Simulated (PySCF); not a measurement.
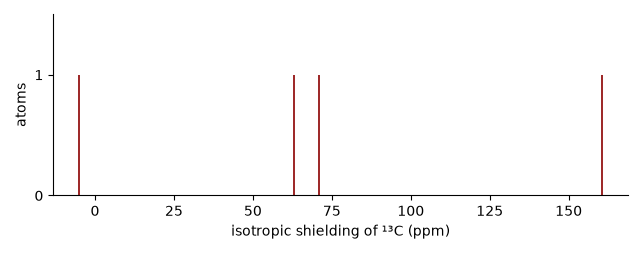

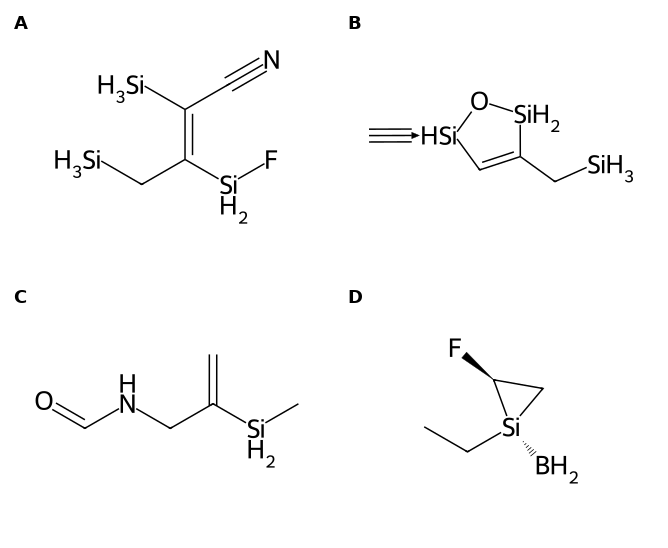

The sticks are computed shieldings of one of the molecules, for one fixed geometry (GFN2-xTB) without averaging over rotations. Low shielding means a high chemical shift. Method: GIAO PBE0/pcSseg-1 NMR shielding, non-relativistic, gas phase (PySCF 2.14.0).

> Match the spectrum to a structure.

A, `N#C/C([SiH3])=C(/C[SiH3])[SiH2]F`. Its 4 C atoms give lines at −5.0, 63.2, 71.0, 160.4 ppm.

The geometry is semi-empirical. Around B, Si such bond lengths and angles can be off by a tenth of an ångström or more and by several degrees, and values that hang on the shape move with them.
